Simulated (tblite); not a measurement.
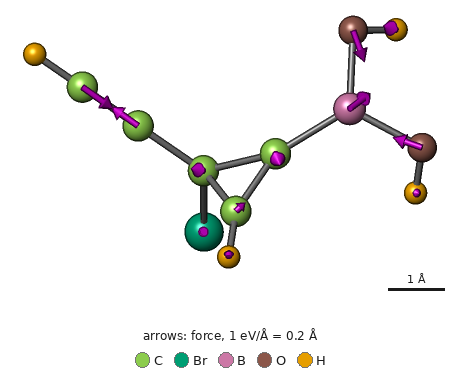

Starting geometry of C₅H₄BBrO₂ with the computed forces as purple arrows. The picture is a ball-and-stick view, seen face on.

Computed with tblite 0.8.0, GFN2-xTB geometry optimisation, gas phase. 

Is this structure relaxed? If not, where do the atoms go?

It isn't relaxed: the largest force vector, on a C atom, is 3.56 eV/Å. The final displacements follow the starting forces only in part (cosine between the two patterns 0.41). The atom that moves furthest after the best rigid fit is an H atom (0.54 Å). By element the largest moves are H 0.54 Å, B 0.40 Å, O 0.36 Å, Br 0.20 Å, C 0.18 Å. Near-neighbour distances that change, for instance: B–O 1.481 → 1.341 Å, B–O 1.471 → 1.357 Å, Br–C 1.921 → 2.006 Å, H–O 1.007 → 0.958 Å. Among the angles between lasting bonds that change: C–C–B 141.5° → 153.1°, B–O–H 106.3° → 117.7°, C–C–B 154.8° → 144.2°. Groups turn about B–O by about 45°. Over 70 geometry steps the energy falls by 147.1 kJ/mol.
